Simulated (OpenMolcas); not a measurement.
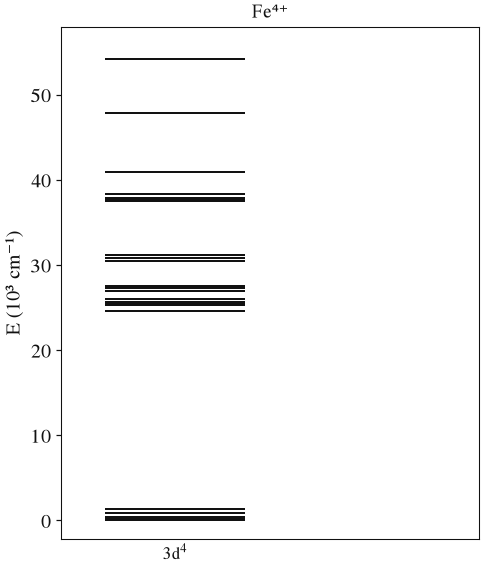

*Level diagram of Fe⁴⁺.*

The lowest level is 3d⁴ ⁵D₀. The first excited level, 3d⁴ ⁵D₁, lies at 149 cm⁻¹. The ground term spreads over 1,370 cm⁻¹ in the order J = 0, 1, 2, 3, 4, a normal multiplet. All levels drawn have even parity, so no electric dipole line joins them. The leading LS term holds 99 % of a level on average. Spin-orbit coupling puts the ground level 870 cm⁻¹ below the lowest spin-free term.

| Configuration | Level | E (cm⁻¹) | LS purity (%) |
| --- | --- | --- | --- |
| 3d⁴ | ⁵D₀ | 0 | 100 |
| 3d⁴ | ⁵D₁ | 148 | 100 |
| 3d⁴ | ⁵D₂ | 436 | 100 |
| 3d⁴ | ⁵D₃ | 848 | 100 |
| 3d⁴ | ⁵D₄ | 1,370 | 100 |
| 3d⁴ | ³P₀ | 24,560 | 99 |
| 3d⁴ | ³H₄ | 25,280 | 98 |
| 3d⁴ | ³P₁ | 25,450 | 100 |
| 3d⁴ | ³H₅ | 25,620 | 99 |
| 3d⁴ | ³H₆ | 25,990 | 100 |
| 3d⁴ | ³P₂ | 26,960 | 100 |
| 3d⁴ | ³F₂ | 27,290 | 100 |
| 3d⁴ | ³F₃ | 27,390 | 96 |
| 3d⁴ | ³F₄ | 27,570 | 95 |
| 3d⁴ | ³G₃ | 30,430 | 96 |
| 3d⁴ | ³G₄ | 30,810 | 95 |
| 3d⁴ | ³G₅ | 31,140 | 99 |
| 3d⁴ | ³D₃ | 37,570 | 100 |

## Fe⁴⁺: multiconfigurational calculation

Fe⁴⁺. Computed at this level: state-averaged SS-CASPT2, IPEA shift 0.25, imaginary shift 0.1 hartree, closed shells 3s 3p correlated, active space 4 electrons in the shells 3d 4d, basis ANO-RCC-VQZP, DKH2 scalar Hamiltonian, spin-orbit coupling by RASSI with atomic mean-field integrals (OpenMolcas).

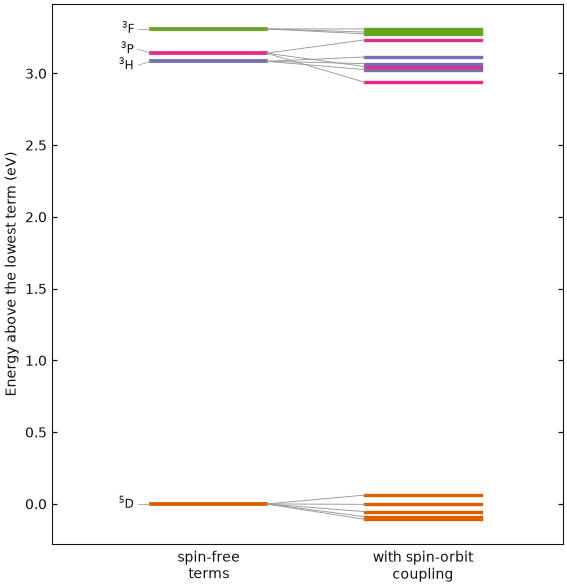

*Terms of Fe⁴⁺ without and with spin-orbit coupling; the J values are left off.*

⁵D (at 0) splits over 0.170 eV into J = 0, 1, 2, 3, 4 from the bottom up (normal); ³H (at 3.08 eV) splits over 0.0883 eV into J = 4, 5, 6 from the bottom up (normal); ³P (at 3.14 eV) splits over 0.298 eV into J = 0, 1, 2 from the bottom up (normal); ³F (at 3.31 eV) splits over 0.0341 eV into J = 2, 3, 4 from the bottom up (normal). The ground level lies 0.108 eV below the lowest term.

Input and output of the run follow.

The input:
```
&GATEWAY
Coord
1

Fe 0.0 0.0 0.0
Basis=ANO-RCC-VQZP
Group=XYZ
NoMove
AngMom=0.0 0.0 0.0
AMFI
&SEWARD
&RASSCF
FileOrb=start.orb
Symmetry=1
Spin=5
nActEl=4 0 0
Inactive=3 6
Ras2=5 0
CIRoot=5 5 1
SDav=5
CIMx=300
Iter=120 100
PrWF=0.3
OrbListing=Nothing
MaxOrb=0
Atom
>>> COPY $Project.JobIph JOBPRE
&RASSCF
FileOrb=start.orb
Symmetry=1
Spin=5
nActEl=4 0 0
Inactive=3 6
Ras2=10 0
CIRoot=5 5 1
SDav=210
CIMx=300
Iter=120 100
PrWF=0.3
OrbListing=Nothing
MaxOrb=0
Atom
>>> COPY $Project.JobIph JOB001
&RASSCF
FileOrb=start.orb
Symmetry=1
Spin=3
nActEl=4 0 0
Inactive=3 6
Ras2=10 0
CIRoot=45 45 1
SDav=990
CIMx=300
Iter=120 100
PrWF=0.3
OrbListing=Nothing
MaxOrb=0
Atom
>>> COPY $Project.JobIph JOB002
&RASSCF
FileOrb=start.orb
Symmetry=1
Spin=1
nActEl=4 0 0
Inactive=3 6
Ras2=10 0
CIRoot=44 44 1
SDav=825
CIMx=300
Iter=120 100
PrWF=0.3
OrbListing=Nothing
MaxOrb=0
Atom
>>> COPY $Project.JobIph JOB003
&RASSI
NrOfJobIphs=3 5 45 44
1 2 3 4 5
1 2 3 4 5 6 7 8 9 10 11 12 13 14 15 16 17 18 19 20 21 22 23 24 25 26 27
28 29 30 31 32 33 34 35 36 37 38 39 40 41 42 43 44 45
1 2 3 4 5 6 7 8 9 10 11 12 13 14 15 16 17 18 19 20 21 22 23 24 25 26 27
28 29 30 31 32 33 34 35 36 37 38 39 40 41 42 43 44
IphNames
JOB001
JOB002
JOB003
EJob
SpinOrbit
DIPRint=1.0
SOCoupling=1000.0
Subsets=2
MEES
Property=10
'ANGMOM' 1 'ANGMOM' 2 'ANGMOM' 3 'MLTPL  1' 1 'MLTPL  1' 2 'MLTPL  1' 3
'AMFI' 1 'AMFI' 2 'AMFI' 3 'MLTPL  2' 6
SOProperty=3
'ANGMOM' 1 'ANGMOM' 2 'ANGMOM' 3
>>> COPY JOB001 $Project.JobIph
&CASPT2
Multistate=5 1 2 3 4 5
Frozen=2 3
IPEA=0.25
Imaginary=0.1
MaxIter=60
WThr=0.0 0.3 0.05
PrWF=0.5
NoMix
>>> COPY JOB002 $Project.JobIph
&CASPT2
Multistate=45 1 2 3 4 5 6 7 8 9 10 11 12 13 14 15 16 17 18 19 20 21 22
23 24 25 26 27 28 29 30 31 32 33 34 35 36 37 38 39 40 41 42 43 44 45
Frozen=2 3
IPEA=0.25
Imaginary=0.1
MaxIter=60
WThr=0.0 0.3 0.05
PrWF=0.5
NoMix
>>> COPY JOB003 $Project.JobIph
&CASPT2
Multistate=44 1 2 3 4 5 6 7 8 9 10 11 12 13 14 15 16 17 18 19 20 21 22
23 24 25 26 27 28 29 30 31 32 33 34 35 36 37 38 39 40 41 42 43 44
Frozen=2 3
IPEA=0.25
Imaginary=0.1
MaxIter=60
WThr=0.0 0.3 0.05
PrWF=0.5
NoMix
```

The file start.orb holds starting orbitals from an earlier step. A driver script formed the levels outside the program, from RASSI's spin-orbit matrix and the CASPT2 energies (for multi-state variants, the effective Hamiltonian), averaged over the components of each term or state. The log and the time are those of the CASPT2 step.

Log (extracts):
```
--- CASPT2 ---
Orbital specifications:
      -----------------------

      Symmetry species                           1   2
                                                ag  au
      Frozen orbitals                            2   3
      Inactive orbitals                          1   3
      Active orbitals                           10   0
      Secondary orbitals                        32  44
      Deleted orbitals                           0   0
      Number of basis functions                 45  50
Type of calculation                        MS-CASPT2
      Fock operator                              state-specific
      IPEA shift                                 0.25
      Real shift                                 0.00
      Imaginary shift                            0.10
      The input orbitals will be transformed to quasi-canonical
Reference energy:       -1267.5348276345
      E2 (Non-variational):      -0.3789946538
      Shift correction:          -0.0000447886
      E2 (Variational):          -0.3790394424
      Total energy:           -1267.9138670769
      Residual norm:              0.0000009383
      Reference weight:           0.96438
      Contributions to the CASPT2 correlation energy
      Active & Virtual Only:         -0.0285853888
      One Inactive Excited:          -0.2031103876
      Two Inactive Excited:          -0.1472988774
Reference energy:       -1267.5348276345
      E2 (Non-variational):      -0.3789930418
      Shift correction:          -0.0000447859
      E2 (Variational):          -0.3790378277
      Total energy:           -1267.9138654622
      Residual norm:              0.0000009382
      Reference weight:           0.96438
      Contributions to the CASPT2 correlation energy
      Active & Virtual Only:         -0.0285855034
      One Inactive Excited:          -0.2031085861
      Two Inactive Excited:          -0.1472989523
::    CASPT2 Root  1     Total energy:  -1267.91386708
::    CASPT2 Root  2     Total energy:  -1267.91386546
::    CASPT2 Root  3     Total energy:  -1267.91386322
::    CASPT2 Root  4     Total energy:  -1267.91385041
::    CASPT2 Root  5     Total energy:  -1267.91384064
::    MS-CASPT2 Root  1     Total energy:  -1267.91389068
::    MS-CASPT2 Root  2     Total energy:  -1267.91387889
::    MS-CASPT2 Root  3     Total energy:  -1267.91386570
::    MS-CASPT2 Root  4     Total energy:  -1267.91385015
::    MS-CASPT2 Root  5     Total energy:  -1267.91380140
--- CASPT2 ---
Orbital specifications:
      -----------------------

      Symmetry species                           1   2
                                                ag  au
      Frozen orbitals                            2   3
      Inactive orbitals                          1   3
      Active orbitals                           10   0
      Secondary orbitals                        32  44
      Deleted orbitals                           0   0
      Number of basis functions                 45  50
Type of calculation                        MS-CASPT2
      Fock operator                              state-specific
      IPEA shift                                 0.25
      Real shift                                 0.00
      Imaginary shift                            0.10
      The input orbitals will be transformed to quasi-canonical
Reference energy:       -1267.4156256939
      E2 (Non-variational):      -0.3848768851
      Shift correction:          -0.0000447871
      E2 (Variational):          -0.3849216722
      Total energy:           -1267.8005473662
      Residual norm:              0.0000001706
      Reference weight:           0.96405
      Contributions to the CASPT2 correlation energy
      Active & Virtual Only:         -0.0295974952
      One Inactive Excited:          -0.2135435279
      Two Inactive Excited:          -0.1417358620
Reference energy:       -1267.4156256939
      E2 (Non-variational):      -0.3848563751
      Shift correction:          -0.0000447946
      E2 (Variational):          -0.3849011698
      Total energy:           -1267.8005268637
      Residual norm:              0.0000001693
      Reference weight:           0.96405
      Contributions to the CASPT2 correlation energy
      Active & Virtual Only:         -0.0296121787
      One Inactive Excited:          -0.2135325313
      Two Inactive Excited:          -0.1417116651
::    CASPT2 Root  1     Total energy:  -1267.80054737
::    CASPT2 Root  2     Total energy:  -1267.80052686
::    CASPT2 Root  3     Total energy:  -1267.80046328
::    CASPT2 Root  4     Total energy:  -1267.80061142
::    CASPT2 Root  5     Total energy:  -1267.80045831
::    CASPT2 Root  6     Total energy:  -1267.80049639
::    CASPT2 Root  7     Total energy:  -1267.80045264
::    CASPT2 Root  8     Total energy:  -1267.80048684
::    CASPT2 Root  9     Total energy:  -1267.80053885
::    CASPT2 Root 10     Total energy:  -1267.80050285
::    CASPT2 Root 11     Total energy:  -1267.80047642
::    CASPT2 Root 12     Total energy:  -1267.79842823
::    CASPT2 Root 13     Total energy:  -1267.79842840
::    CASPT2 Root 14     Total energy:  -1267.79842813
::    CASPT2 Root 15     Total energy:  -1267.79231753
::    CASPT2 Root 16     Total energy:  -1267.79204851
::    CASPT2 Root 17     Total energy:  -1267.79231987
::    CASPT2 Root 18     Total energy:  -1267.79203006
::    CASPT2 Root 19     Total energy:  -1267.79212121
::    CASPT2 Root 20     Total energy:  -1267.79255854
::    CASPT2 Root 21     Total energy:  -1267.79210456
::    CASPT2 Root 22     Total energy:  -1267.77781005
::    CASPT2 Root 23     Total energy:  -1267.77800010
::    CASPT2 Root 24     Total energy:  -1267.77778410
::    CASPT2 Root 25     Total energy:  -1267.77772542
::    CASPT2 Root 26     Total energy:  -1267.77775003
::    CASPT2 Root 27     Total energy:  -1267.77781626
::    CASPT2 Root 28     Total energy:  -1267.77765222
::    CASPT2 Root 29     Total energy:  -1267.77774013
::    CASPT2 Root 30     Total energy:  -1267.77778496
--- CASPT2 ---
Orbital specifications:
      -----------------------

      Symmetry species                           1   2
                                                ag  au
      Frozen orbitals                            2   3
      Inactive orbitals                          1   3
      Active orbitals                           10   0
      Secondary orbitals                        32  44
      Deleted orbitals                           0   0
      Number of basis functions                 45  50
Type of calculation                        MS-CASPT2
      Fock operator                              state-specific
      IPEA shift                                 0.25
      Real shift                                 0.00
      Imaginary shift                            0.10
      The input orbitals will be transformed to quasi-canonical
Reference energy:       -1267.3558743612
      E2 (Non-variational):      -0.3876035701
      Shift correction:          -0.0000443825
      E2 (Variational):          -0.3876479526
      Total energy:           -1267.7435223138
      Residual norm:              0.0000001925
      Reference weight:           0.96399
      Contributions to the CASPT2 correlation energy
      Active & Virtual Only:         -0.0296545232
      One Inactive Excited:          -0.2196028495
      Two Inactive Excited:          -0.1383461974
Reference energy:       -1267.3558743612
      E2 (Non-variational):      -0.3880506033
      Shift correction:          -0.0000445941
      E2 (Variational):          -0.3880951974
      Total energy:           -1267.7439695585
      Residual norm:              0.0000002053
      Reference weight:           0.96389
      Contributions to the CASPT2 correlation energy
      Active & Virtual Only:         -0.0297050891
      One Inactive Excited:          -0.2197589398
      Two Inactive Excited:          -0.1385865743
::    CASPT2 Root  1     Total energy:  -1267.74352231
::    CASPT2 Root  2     Total energy:  -1267.74396956
::    CASPT2 Root  3     Total energy:  -1267.74315229
::    CASPT2 Root  4     Total energy:  -1267.74335700
::    CASPT2 Root  5     Total energy:  -1267.74357491
::    CASPT2 Root  6     Total energy:  -1267.74361589
::    CASPT2 Root  7     Total energy:  -1267.74272909
::    CASPT2 Root  8     Total energy:  -1267.74257858
::    CASPT2 Root  9     Total energy:  -1267.74284847
::    CASPT2 Root 10     Total energy:  -1267.74253502
::    CASPT2 Root 11     Total energy:  -1267.74298231
::    CASPT2 Root 12     Total energy:  -1267.74381680
::    CASPT2 Root 13     Total energy:  -1267.74282124
::    CASPT2 Root 14     Total energy:  -1267.74566766
::    CASPT2 Root 15     Total energy:  -1267.74581150
::    CASPT2 Root 16     Total energy:  -1267.74601653
::    CASPT2 Root 17     Total energy:  -1267.74624958
::    CASPT2 Root 18     Total energy:  -1267.74581785
::    CASPT2 Root 19     Total energy:  -1267.74578725
::    CASPT2 Root 20     Total energy:  -1267.74638647
::    CASPT2 Root 21     Total energy:  -1267.74643876
::    CASPT2 Root 22     Total energy:  -1267.74597832
::    CASPT2 Root 23     Total energy:  -1267.73200709
::    CASPT2 Root 24     Total energy:  -1267.70000723
::    CASPT2 Root 25     Total energy:  -1267.70005308
::    CASPT2 Root 26     Total energy:  -1267.69984450
::    CASPT2 Root 27     Total energy:  -1267.70004651
::    CASPT2 Root 28     Total energy:  -1267.69985964
::    CASPT2 Root 29     Total energy:  -1267.67042242
::    CASPT2 Root 30     Total energy:  -1267.67087139
```

Key numbers:

| quantity | value |
| --- | --- |
| outcome | converged; degenerate states are split by up to 315 cm⁻¹ |
| lowest level | 3d⁴ ⁵D₀ |
| first excited level | 3d⁴ ⁵D₁, 149 cm⁻¹ (measured: 142) |
| energy of the lowest spin-free term | −1267.91386 hartree |
| energy of the lowest spin-orbit level | −1267.91782 hartree |
| CASPT2 correlation energy | −0.3790 hartree |
| largest spread among components of a term | 314.8 cm⁻¹ |
| lowest reference weight | 0.957 |
| hardware | 1 CPU thread, shared host |
| wall time | 10 min |

Remarks:

The components of ¹I, which symmetry makes degenerate, are split by 315 cm⁻¹ in CASPT2, and those of 7 more by over 50 cm⁻¹. This is an artefact; the levels of such states rest on averages and are uncertain by about as much. The run is of multi-state type; this report uses its single-state energies. Limits: extra active shells serve correlation only, their own levels not computed; only configurations of the active space are included.
